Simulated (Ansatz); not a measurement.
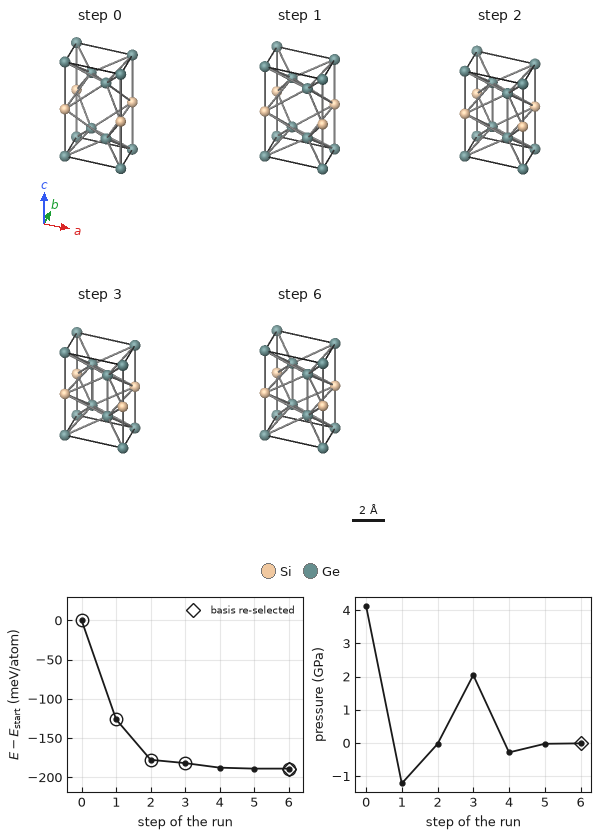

Frames of a relaxation of crystalline SiGe5 (a generated structure, set up in P6/mmm) (coarse preliminary run), marked on the history of the run. A ball-and-stick model of the cell of the calculation, seen from a free direction.

These are results of DFT PBE, scalar-relativistic, plane waves, PAW (Ansatz), not measurements. (plane-wave cutoff 420 eV; k-point mesh 6 × 6 × 4; occupations gaussian; smearing width 0.1 eV; no spin polarisation; cell and atoms relaxed; force threshold 0.04 eV/Å; at most 70 steps)

Describe the path.

After 5 accepted moves (6 points after the start) the energy has fallen by 189 meV per atom. Largest force component: 1.1 eV/Å at the start, 0.023 eV/Å at the end. The pressure goes from 4.14 to −0.01 GPa. The SCF was repeated once at an unchanged geometry on a basis and grid sized afresh for the cell, which shifted the energy by less than 0.05 meV per atom at most. The largest moves relative to the cell, 0.30 Å, are those of Ge atoms. Si stays in place. The drawn cell changes as follows: a = b 4.616 → 4.804 Å (+4.1 %), c 6.267 → 5.622 Å (−10.3 %); the volume changes by −2.9 %. Some distances before and after: Ge–Ge 3.710 → 2.732 Å, Ge–Ge 2.557 → 2.890 Å, Ge–Si 3.133 → 2.811 Å, Ge–Ge 2.956 → 3.127 Å. The space group stays P6/mmm (No. 191). Cost: 55 s on 1 thread of Arm Neoverse V1, on a shared host, peak memory 0.4 GiB. From step 0 to 1: Ge atoms move most (0.13 Å), volume +1.7 %, energy −126 meV per atom. From step 1 to 2: Ge atoms move most (0.08 Å), volume −4.3 %, energy −51.4 meV per atom. From step 2 to 3: Ge atoms move most (0.07 Å), volume −2.9 %, energy −4.2 meV per atom. From step 3 to 6: Ge atoms move most (0.03 Å), volume +2.8 %, energy −7.0 meV per atom.

| step | E − E(0), meV/atom | largest force component, eV/Å | pressure, GPa | volume, Å³/atom | note |
| --- | --- | --- | --- | --- | --- |
| 0 | 0.00 | 1.0686 | 4.14 | 19.276 |  |
| 1 | -126.19 | 0.5239 | -1.22 | 19.595 |  |
| 2 | -177.63 | 0.3514 | -0.03 | 18.762 |  |
| 3 | -181.84 | 0.1474 | 2.05 | 18.223 |  |
| 4 | -187.65 | 0.1052 | -0.28 | 18.803 |  |
| 5 | -188.88 | 0.0228 | -0.02 | 18.725 |  |
| 6 | -188.86 | 0.0228 | -0.01 | 18.725 | same geometry, new basis |
